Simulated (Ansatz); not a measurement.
SiH3F: several calculations on one system

**1. Relaxation**

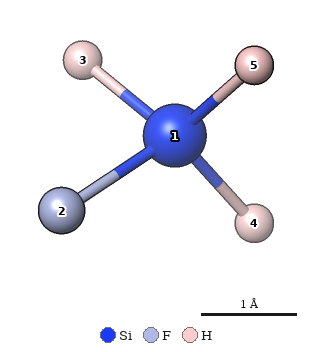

SiH$_{3}$F, before the relaxation. Style: ball-and-stick. Shown from a free direction.

The run prepares an end point of a later path (reaction) calculation, from a guessed geometry.

The calculation used RKS PBE0-D4/def2-SVPD in Ansatz.

Input file:
```yaml
crystal:
  periodic: [false, false, false]
  atoms:
    - { symbol: Si, position_ang: [0.201483, 0.0, 0.077647] }
    - { symbol: F, position_ang: [0.485952, 0.0, 1.657748] }
    - { symbol: H, position_ang: [1.631077, 0.0, -0.185613] }
    - { symbol: H, position_ang: [-0.537706, 1.222703, -0.335041] }
    - { symbol: H, position_ang: [-0.537706, -1.222703, -0.335041] }
basis:
  gaussian: { orbitals: def2-SVPD }
hamiltonian:
  xc: pbe0
  dispersion: d4
relax:
  f_tol: 0.03
  max_steps: 50
output:
  orbitals: {}
```

Launched with:
```bash
ansatz run input.yaml --threads 1 --pin off --max-ram 2048MiB --backend cpu --events-out ev --progress --plain --runs-dir out
```

### Predict the outcome.

The largest move after the best rigid fit is that of H3, 0.21 Å. By element the largest moves are H 0.21 Å, F 0.20 Å, Si 0.06 Å. Among the contacts that change: Si1–F2 1.606 → 1.641 Å, Si1–H3 1.454 → 1.487 Å. Among the angles between lasting bonds that change: F2–Si1–H3 90.2° → 107.7°, H3–Si1–H4 116.0° → 111.2°, F2–Si1–H4 111.2° → 107.7°. After 3 geometry steps the energy has fallen by 0.277 eV. The largest force component goes from 1.9 to 0.016 eV/Å. Cost: 6.9 s on 1 thread of Arm Neoverse V1, with other jobs on the host, peak memory 0.12 GiB.

History of the run:

```json
{"step": "0", "E − E(0), eV": "0.0000", "largest force component, eV/Å": "1.8785"}
{"step": "1", "E − E(0), eV": "-0.2627", "largest force component, eV/Å": "0.2251"}
{"step": "2", "E − E(0), eV": "-0.2764", "largest force component, eV/Å": "0.1087"}
{"step": "3", "E − E(0), eV": "-0.2771", "largest force component, eV/Å": "0.0163"}
```

The structure at the end:

```xyz
5

Si    0.2461    0.0000    0.1192
F     0.3167    0.0000    1.7588
H     1.6418    0.0000   -0.3937
H    -0.4808    1.2268   -0.3023
H    -0.4808   -1.2268   -0.3023
```

After the run, drawn alike:

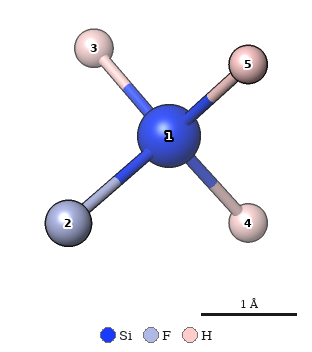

**2. Relaxation**

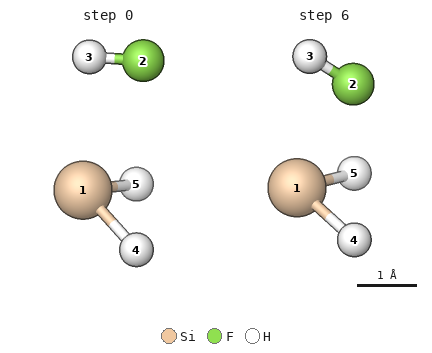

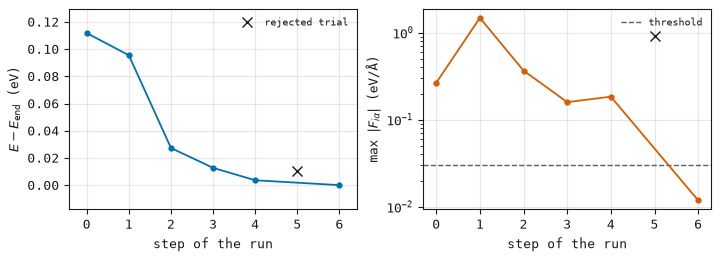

First and last geometry of a relaxation of SiH3F, with the history of the run. A ball-and-stick model, seen from a free direction.

The run prepares an end point of a later path (reaction) calculation, from a guessed geometry.

Theory: RKS PBE0-D4/def2-SVPD (Ansatz). Settings: no spin polarisation; force threshold 0.03 eV/Å; at most 50 steps.

Q: What do the curves and the structures tell?

A: It converged. After 5 accepted moves (6 points after the start) the energy has fallen by 0.112 eV. Largest force component: 0.27 eV/Å at the start, 0.012 eV/Å at the end. The line search rejected the trial step at point 5 of the run. The atom that moves furthest after the best rigid fit is F2 (0.48 Å). Largest moves by element: F 0.48 Å, H 0.21 Å, Si 0.06 Å. Near-neighbour distances that change, for instance: Si1–F2 2.786 → 2.282 Å, Si1–H4 1.523 → 1.528 Å.

| step | E − E(0), eV | largest force component, eV/Å | note |
| --- | --- | --- | --- |
| 0 | 0.0000 | 0.2660 |  |
| 1 | -0.0163 | 1.4794 |  |
| 2 | -0.0845 | 0.3664 |  |
| 3 | -0.0990 | 0.1594 |  |
| 4 | -0.1082 | 0.1841 |  |
| 5 | -0.1016 | 0.9149 | rejected |
| 6 | -0.1118 | 0.0119 |  |

Limits of the set-up: the start holds two separate molecules, 2.7 Å apart at their closest, whose relative position is a soft coordinate.

**3. Path**

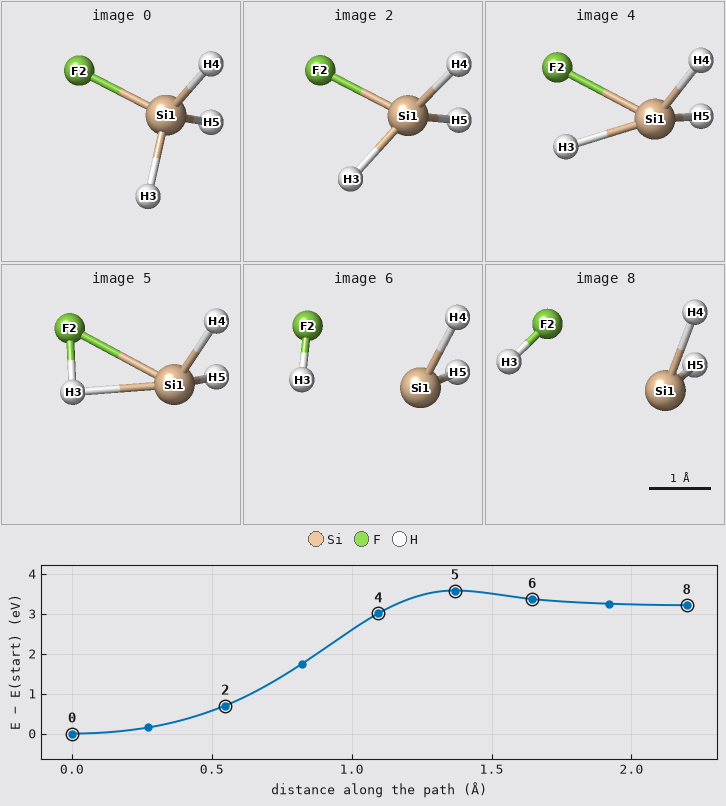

NEB run on SiH3F. Images are numbered from 0 (start) to 8 (end). The picture is a ball-and-stick view, seen from a free direction.

Method: RKS PBE0-D4/def2-SVPD (Ansatz). Settings: 7 movable images; climbing image; force threshold 0.03 eV/Å; iteration limit 60; starting path through a guess of the saddle point.

Describe the mechanism and the energy profile.

Answer. Breaking: Si1–F2 (1.64 → 2.00 at the top → 2.28 Å), Si1–H3 (1.49 → 1.68 at the top → 2.63 Å). Forming: F2–H3 (2.53 → 1.15 at the top → 0.93 Å). The energy climbs by 3.58 eV to image 5 and then falls by 0.37 eV, so the end point sits at +3.21 eV. The band converged in 7 iterations, with a climbing image at the top.

Cost: 68 s on 1 thread of Arm Neoverse V1, on a shared host, peak memory 0.12 GiB.
